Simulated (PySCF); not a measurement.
# BF (SMILES [B]F) at 6 levels

Aim: a comparison of 6 runs (HF/STO-3G, HF/def2-SVP, B3LYP/6-31G*, BP86/6-31+G*, TPSSh/def2-TZVP, CCSD/aug-cc-pVDZ) of BF. 

Program for the calculation: PySCF 2.14.0.

**1. Starting point**

BF: 2 atoms, total charge 0, spin state singlet. As SMILES, `[B]F`. Geometry: relaxed at PBE0-D4/def2-TZVP.

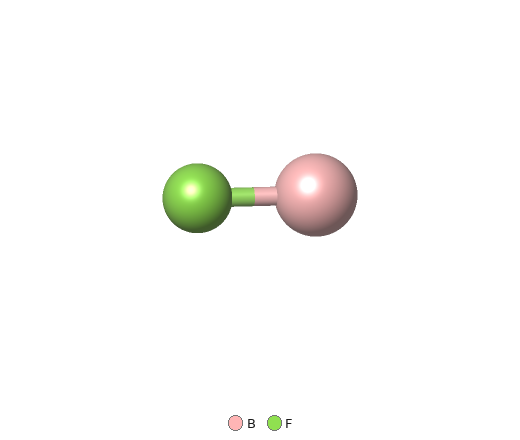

The structure, seen from a chosen angle (boron pink, fluorine green).

**2. Energy and forces at HF/STO-3G (run 1)**

The input, input.py:

```python
# 13768-60-0
from pyscf import gto

mol = gto.M(
    atom='B 0.000000 -0.000000 -0.009350; F -0.000000 0.000000 1.253740',
    verbose=3,
    max_memory=1860,
    basis='sto-3g',
)

calc0 = mol.RHF()
calc0.conv_tol = 1e-10
calc0.kernel()
if not calc0.converged:
    calc0 = calc0.newton().run(calc0.mo_coeff, calc0.mo_occ)

e_tot = calc0.e_tot
print('E = %.10f Eh' % e_tot)
grad = calc0.nuc_grad_method().kernel()
dip = calc0.dip_moment()
pop, q = calc0.mulliken_pop()
```

Command:

```console
OMP_NUM_THREADS=1 python input.py
```

The log of the run:

```text
converged SCF energy = -122.35613445426
E = -122.3561344543 Eh
--------------- RHF gradients ---------------
         x                y                z
0 B    -0.0000000000     0.0000000000    -0.0257394109
1 F     0.0000000000    -0.0000000000     0.0257394109
----------------------------------------------
Dipole moment(X, Y, Z, Debye): -0.00000,  0.00000,  1.10042
 ** Mulliken pop  **
pop of  0 B 1s            1.99753
pop of  0 B 2s            1.71913
pop of  0 B 2px           0.19939
pop of  0 B 2py           0.19939
pop of  0 B 2pz           0.70544
pop of  1 F 1s            1.99860
pop of  1 F 2s            1.93151
pop of  1 F 2px           1.80061
pop of  1 F 2py           1.80061
pop of  1 F 2pz           1.64779
 ** Mulliken atomic charges  **
charge of    0B =      0.17912
charge of    1F =     -0.17912
```

Wall time 2.9 s (1 thread of Intel Xeon at 2.50GHz (Skylake/Cascade Lake), shared host); peak memory 0.11 GiB.

**3. Energy and forces at HF/def2-SVP (run 2)**

The input, job.py:

```python
# 13768-60-0
from pyscf import gto, scf

system = gto.M(
    atom='''
B      0.000000     0.000000    -0.009350
F      0.000000     0.000000     1.253740
''',
    charge=0,
    basis='def2-svp',
    verbose=3,
    max_memory=1860,
)

calc0 = scf.RHF(system)
calc0.conv_tol = 1e-10
calc0.kernel()
if not calc0.converged:
    calc0 = calc0.newton().run(calc0.mo_coeff, calc0.mo_occ)

e_final = calc0.e_tot
print(f'total energy: {e_final:.8f} hartree')
grad = calc0.nuc_grad_method().kernel()
calc0.analyze()
```

Command:

```console
OMP_NUM_THREADS=1 python job.py
```

The log of the run:

```text
converged SCF energy = -124.002870941455
total energy: -124.00287094 hartree
--------------- RHF gradients ---------------
         x                y                z
0 B    -0.0000000000    -0.0000000000    -0.0120651503
1 F     0.0000000000     0.0000000000     0.0120651503
----------------------------------------------
**** MO energy ****
MO #1   energy= -26.3739102492733  occ= 2
MO #2   energy= -7.71985815630084  occ= 2
MO #3   energy= -1.67900292450871  occ= 2
MO #4   energy= -0.857121920599272 occ= 2
MO #5   energy= -0.749851211034489 occ= 2
MO #6   energy= -0.749851211034486 occ= 2
MO #7   energy= -0.400386849300761 occ= 2
MO #8   energy= 0.101217208044916  occ= 0
MO #9   energy= 0.101217208044923  occ= 0
MO #10  energy= 0.225525193675037  occ= 0
MO #11  energy= 0.372376100451525  occ= 0
MO #12  energy= 0.474465903518412  occ= 0
MO #13  energy= 0.474465903518421  occ= 0
MO #14  energy= 0.760766187099189  occ= 0
MO #15  energy= 1.23949550762083   occ= 0
MO #16  energy= 1.23949550762084   occ= 0
MO #17  energy= 1.32776003442423   occ= 0
MO #18  energy= 1.34490504049468   occ= 0
MO #19  energy= 1.34490504049468   occ= 0
MO #20  energy= 1.51816873259255   occ= 0
MO #21  energy= 1.51816873259256   occ= 0
MO #22  energy= 1.77393919155199   occ= 0
MO #23  energy= 1.99048031105125   occ= 0
MO #24  energy= 3.38850023907173   occ= 0
MO #25  energy= 3.38850023907174   occ= 0
MO #26  energy= 3.7014231794602    occ= 0
MO #27  energy= 3.7014231794602    occ= 0
MO #28  energy= 4.21957766063683   occ= 0
 ** Mulliken atomic charges  **
charge of    0B =      0.22955
charge of    1F =     -0.22955
Dipole moment(X, Y, Z, Debye):  0.00000,  0.00000,  0.99256
```

Wall time 4.8 s (1 thread of Intel Xeon at 2.50GHz (Skylake/Cascade Lake), shared host); peak memory 0.12 GiB.

Runs 3 to 5 aren't shown in full; the table further down has their settings and results.

**4. The energy at CCSD/aug-cc-pVDZ (run 6)**

The input, calc.py:

```python
from pyscf import gto, cc

system = gto.M(
    atom='B 0.000000 -0.000000 -0.009350; F -0.000000 0.000000 1.253740',
    verbose=4,
    charge=0,
    basis='aug-cc-pvdz',
    max_memory=1860,
)

hf = system.RHF()
hf.conv_tol = 1e-10
hf.kernel()
if not hf.converged:
    hf = hf.newton().run(hf.mo_coeff, hf.mo_occ)

mycc = cc.CCSD(hf, frozen=2)
mycc.kernel()
e_tot = mycc.e_tot
print('E(%s) = %.9f' % ('CCSD', e_tot))
hf.analyze()
```

Command:

```console
OMP_NUM_THREADS=1 python calc.py
```

The log of the run:

```text
PySCF version 2.14.0

[... 86 lines left out ...]
Nuclear Repulsion Energy =              18.852951485167331
[... 11 lines left out ...]
MO #6   energy= -0.748420682896183 occ= 2
[... 9 lines left out ...]
MO #16  energy= 0.271667004883933  occ= 0
[... 9 lines left out ...]
MO #26  energy= 0.718367384974693  occ= 0
[... 9 lines left out ...]
MO #36  energy= 1.56093179039627   occ= 0
[... 9 lines left out ...]
MO #46  energy= 4.96553796738078   occ= 0
[... 51 lines left out ...]
Dipole moment(X, Y, Z, Debye): -0.00000,  0.00000,  0.89690
```

Run time: 8.8 s. Hardware: 1 thread of Intel Xeon at 2.50GHz (Skylake/Cascade Lake), shared host; peak memory 0.14 GiB.

**5. All runs side by side**

```tsv
run	level	Cartesian functions	integration grid	energy (Eh)	dipole moment (D) of the reference	HOMO energy (eV)	LUMO energy (eV)	wall time
1	HF/STO-3G	no	–	-122.356134	1.10	-7.61	8.93	2.9 s
2	HF/def2-SVP	no	–	-124.002871	0.99	-10.90	2.75	4.8 s
3	B3LYP/6-31G* (Cartesian functions)	yes	5	-124.657931	1.09	-7.28	-0.58	6.9 s
4	BP86/6-31+G* (spherical functions)	no	5	-124.656130	1.04	-6.84	-2.15	15 s
5	TPSSh/def2-TZVP	no	5	-124.712796	1.07	-7.42	-1.50	22 s
6	CCSD/aug-cc-pVDZ	no	–	-124.395239	0.90	-11.04	1.21	8.8 s
```

**6. What came out**

```
                                          quantity          value
                               run 6: total energy  -124.39524 Eh
       run 6: dipole moment (Hartree–Fock density)         0.90 D
        run 6: HOMO energy (Hartree–Fock orbitals)      -11.04 eV
        run 6: LUMO energy (Hartree–Fock orbitals)        1.21 eV
      run 6: HOMO–LUMO gap (Hartree–Fock orbitals)       12.25 eV
run 6: correlation energy (2 core orbitals frozen)     -280.3 mEh
                              run 6: T1 diagnostic          0.017
```

Over runs 1, 2, 3, 4, 5 the dipole moment (its size) runs from 0.99 D (HF/def2-SVP) to 1.10 D (HF/STO-3G). Over runs 1, 2, 3, 4, 5 the HOMO–LUMO gap runs from 4.69 eV (BP86/6-31+G*) to 16.54 eV (HF/STO-3G). The two ends differ in method and basis. Totals of different functionals can't be ranked against each other. In run 1 the basis is minimal, so the values are rough. All runs together took 60 s, the longest 22 s.
